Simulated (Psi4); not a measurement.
# MP3/def2-SVP (core potential) run of InSiNH6 (SMILES N[SiH2][InH2])

Aim: the energy change on altering one bond length of InSiNH6 at MP3/def2-SVP (core potential), from 2 runs. 

Program for the calculation: Psi4 1.11.

## Step 1: The system as given

InSiNH6 has 9 atoms, charge 0, and is taken as a singlet. SMILES: `N[SiH2][InH2]`. The shape is that of a PBE0-D4/def2-TZVP optimisation. This is one conformer, not always the lowest.

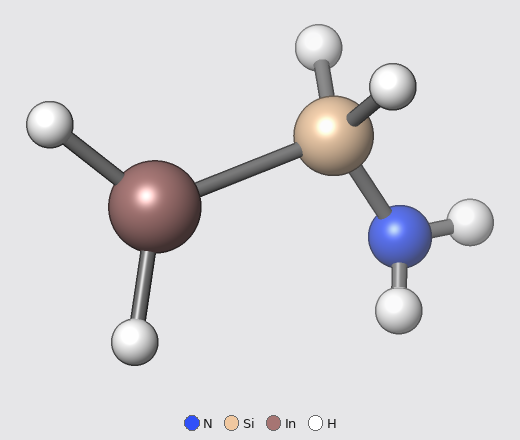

Viewed from a chosen angle; nitrogen blue, silicon light orange, indium brown, hydrogen white.

## Step 2: The energy at MP3/def2-SVP (core potential)

Input file h6innsi.py:

```python
import psi4

psi4.set_memory('2200 MB')
psi4.set_num_threads(1)
psi4.core.set_output_file('h6innsi.out', False)

m = psi4.geometry("""
N     -0.891500     0.591400    -1.336400
Si     0.373800     0.744000    -0.168700
In     0.267200    -1.255400     1.446100
H     -1.095600    -0.314200    -1.726600
H     -1.035700     1.316000    -2.022500
H      0.170000     2.036500     0.545200
H      1.758900     0.832100    -0.740700
H     -0.551200    -2.716800     0.991900
H      1.004100    -1.233700     3.011600
symmetry c1
""")

psi4.set_options(dict(puream=True, e_convergence=1e-09, d_convergence=1e-08, scf_type='pk', num_frozen_docc=10, mp_type='conv'))

e, wfn = psi4.energy('mp3/def2-SVP', return_wfn=True)
print('E =', round(e, 9))
for k, v in sorted(psi4.core.scalar_variables().items()):
    print(f'{k:45s} {v:18.10f}')
```

On the command line:

```console
$ python h6innsi.py
```

h6innsi.out:

```text
[...]
    !!!  WARNING: ECP capability is in beta. Please check occupations closely.  !!!
[...]
  Running in c1 symmetry.
[...]
  Nuclear repulsion =  171.526686821222199
[...]
  Multiplicity = 1
[...]
  Nalpha       = 24
  Nbeta        = 24
[...]
    Number of basis functions: 88
[...]
   @RHF iter   1:  -535.84414823383736   -1.51791e+00   4.69528e-03 DIIS/ADIIS
[...]
   @RHF iter  11:  -535.93847590024188   -5.91172e-12   4.38861e-09 DIIS
[...]
    Orbital Energies [Eh]
    ---------------------
    Doubly Occupied:
       1A    -68.756160     2A    -15.534834     3A     -6.124650
       4A     -5.380586     5A     -4.235321     6A     -4.235051
       7A     -4.234585     8A     -3.641422     9A     -3.631946
      10A     -3.631743    11A     -1.117492    12A     -1.028362
      13A     -1.021535    14A     -1.020983    15A     -1.017751
      16A     -1.014816    17A     -0.705314    18A     -0.654639
      19A     -0.552059    20A     -0.530507    21A     -0.484999
      22A     -0.401485    23A     -0.396196    24A     -0.344723
[...]
  @RHF Final Energy:  -535.93847590024188
   => Energetics <=
    Nuclear Repulsion Energy =            171.5266868212221993
    One-Electron Energy =               -1155.5360088310758329
    Two-Electron Energy =                 448.0708461096116935
    Total Energy =                       -535.9384759002418832
[...]
 Multipole Moments:
 ------------------------------------------------------------------------------------
     Multipole            Electronic (a.u.)      Nuclear  (a.u.)        Total (a.u.)
 ------------------------------------------------------------------------------------
 L = 1.  Multiply by 2.5417464519 to convert [e a0] to [Debye]
 Dipole X            :          6.8395413           -6.9317618           -0.0922205
 Dipole Y            :        -41.6848508           41.6890252            0.0041744
 Dipole Z            :         43.5869596          -44.1356534           -0.5486938
 Magnitude           :                                                    0.5564053
[...]
	SCS-MP2 Total Energy (a.u.)        :  -536.30843758361220
	SOS-MP2 Total Energy (a.u.)        :  -536.31156847974830
[...]
	SOS-PI-MP2 Total Energy (a.u.)     :  -536.34026790894109
[...]
	MP2 Total Energy (a.u.)            :  -536.30217579133989
[...]
	SCS-MP3 Total Energy (a.u.)        :  -536.31777577832713
[...]
	MP3 Total Energy (a.u.)            :  -536.33952857019972
[...]
```

Run time: 5.4 s. Hardware: 1 thread of Intel Xeon 6975P-C (Granite Rapids), shared host; peak memory 0.53 GiB.

## Step 3: The distorted shape, same level

Input file h6innsi.xyz:

```xyz
9
H6InNSi
N     -1.081293     0.568510    -1.511553
Si     0.373800     0.744000    -0.168700
In     0.267200    -1.255400     1.446100
H     -1.285393    -0.337090    -1.901753
H     -1.225493     1.293110    -2.197653
H      0.170000     2.036500     0.545200
H      1.758900     0.832100    -0.740700
H     -0.551200    -2.716800     0.991900
H      1.004100    -1.233700     3.011600
```

Input file run.py:

```python
import numpy as np
from ase.calculators.psi4 import Psi4
from ase.io import read

a = read('h6innsi.xyz')
calc = Psi4(atoms=a, method='mp3', basis='def2-SVP', memory='2200MB', num_threads=1, charge=0, multiplicity=1, label='calc')
calc.psi4.set_options({'puream': True, 'e_convergence': 1e-09, 'd_convergence': 1e-08, 'scf_type': 'pk', 'num_frozen_docc': 10, 'mp_type': 'conv'})
a.calc = calc

print(f'energy: {a.get_potential_energy():.6f} eV')
```

On the command line:

```console
$ python run.py
```

calc.dat:

```text
[...]
    !!!  WARNING: ECP capability is in beta. Please check occupations closely.  !!!
[...]
  Running in c1 symmetry.
[...]
  Nuclear repulsion =  165.300744294457957
[...]
  Multiplicity = 1
[...]
  Nalpha       = 24
  Nbeta        = 24
[...]
    Number of basis functions: 88
[...]
   @RHF iter   1:  -535.82400615620645   -1.78080e+00   4.62341e-03 ADIIS/DIIS
[...]
   @RHF iter  11:  -535.91573260768178   -1.87583e-11   7.49145e-09 DIIS
[...]
    Orbital Energies [Eh]
    ---------------------
    Doubly Occupied:
       1A    -68.778918     2A    -15.528704     3A     -6.143308
       4A     -5.388026     5A     -4.253936     6A     -4.253629
       7A     -4.252948     8A     -3.648895     9A     -3.639610
      10A     -3.639082    11A     -1.071779    12A     -1.035762
      13A     -1.029173    14A     -1.028250    15A     -1.025175
      16A     -1.022406    17A     -0.696460    18A     -0.623504
      19A     -0.541527    20A     -0.509880    21A     -0.480111
      22A     -0.401838    23A     -0.380058    24A     -0.356088
[...]
  @RHF Final Energy:  -535.91573260768178
   => Energetics <=
    Nuclear Repulsion Energy =            165.3007442944579566
    One-Electron Energy =               -1142.9748232906549674
    Two-Electron Energy =                 441.7583463885153492
    Total Energy =                       -535.9157326076817753
[...]
 Multipole Moments:
 ------------------------------------------------------------------------------------
     Multipole            Electronic (a.u.)      Nuclear  (a.u.)        Total (a.u.)
 ------------------------------------------------------------------------------------
 L = 1.  Multiply by 2.5417464519 to convert [e a0] to [Debye]
 Dipole X            :          8.6878141           -8.4671095            0.2207046
 Dipole Y            :        -41.5367739           41.5038544           -0.0329195
 Dipole Z            :         45.3521168          -45.5525695           -0.2004527
 Magnitude           :                                                    0.2999591
[...]
	SCS-MP2 Total Energy (a.u.)        :  -536.28834447568897
	SOS-MP2 Total Energy (a.u.)        :  -536.29178542144552
[...]
	SOS-PI-MP2 Total Energy (a.u.)     :  -536.32071256096583
[...]
	MP2 Total Energy (a.u.)            :  -536.28146258417598
[...]
	SCS-MP3 Total Energy (a.u.)        :  -536.29761166063781
[...]
	MP3 Total Energy (a.u.)            :  -536.31853132397157
[...]
```

Standard output:

```text
energy: -14593.970588 eV
```

It took 5.7 s on 1 thread of Intel Xeon 6975P-C (Granite Rapids), shared host; peak memory 0.54 GiB.

## Step 4: What came out

Level: MP3/def2-SVP (core potential), 10 core orbitals frozen.

| quantity | value |
| --- | --- |
| first shape: total energy | -536.33953 Eh |
| first shape: HOMO energy (Hartree–Fock orbitals) | -9.38 eV |
| first shape: LUMO energy (Hartree–Fock orbitals) | 0.64 eV |
| first shape: HOMO–LUMO gap (Hartree–Fock orbitals) | 10.02 eV |
| first shape: correlation energy (10 core orbitals frozen) | -401.1 mEh |
| distorted shape: total energy | -536.31853 Eh |
| distorted shape: HOMO energy (Hartree–Fock orbitals) | -9.69 eV |
| distorted shape: LUMO energy (Hartree–Fock orbitals) | 0.51 eV |
| distorted shape: HOMO–LUMO gap (Hartree–Fock orbitals) | 10.20 eV |
| distorted shape: correlation energy (10 core orbitals frozen) | -402.8 mEh |
| energy change with the N1–Si2 bond stretched from 1.729 to 1.988 Å | 0.571 eV |

With the N1–Si2 bond stretched from 1.729 to 1.988 Å the energy rises by 0.57 eV (13.2 kcal/mol). The first shape isn't relaxed at this level, so the change isn't measured from a minimum.
